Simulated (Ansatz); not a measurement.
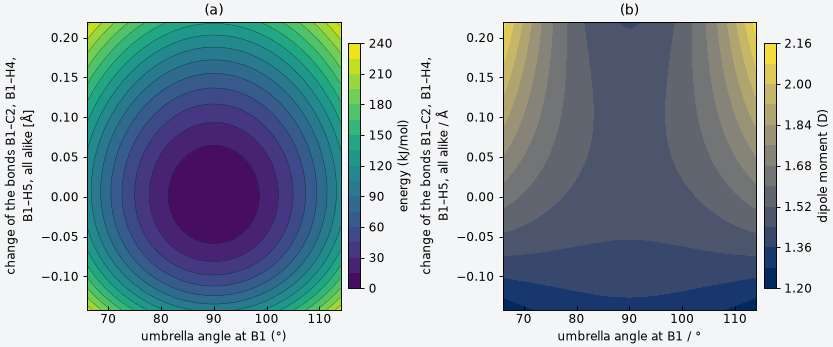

C2H4B, SMILES B[C]=C, spin multiplicity 2. First axis: umbrella angle at B1 (between each of its bonds and their common axis; 90 is planar). Second axis: change of the bonds B1–C2, B1–H4, B1–H5, all alike. Nothing is relaxed (all other coordinates rigid). The scan uses a 13 × 13 grid; 116 points were computed and 53 follow by symmetry. Points are written as (first, second). All energies are given in kJ/mol relative to the relaxed molecule at the same level. These are results of UKS PBE0-D4/def2-TZVP in Ansatz 0.2.0, not measurements.

Panel (a) is the energy and panel (b) the computed dipole moment on the same grid.

The picture shows filled contours. Between grid points the surface is interpolated.

> How does the dipole moment vary over the map, and what is it at the lowest grid point?

Leaving out the highest fifth of the energies, it runs from 1.31 D at (78°, −0.142 Å) to 1.86 D at (66°, 0.099 Å). At the lowest grid point, (90°, 0.009 Å), it is 1.48 D.
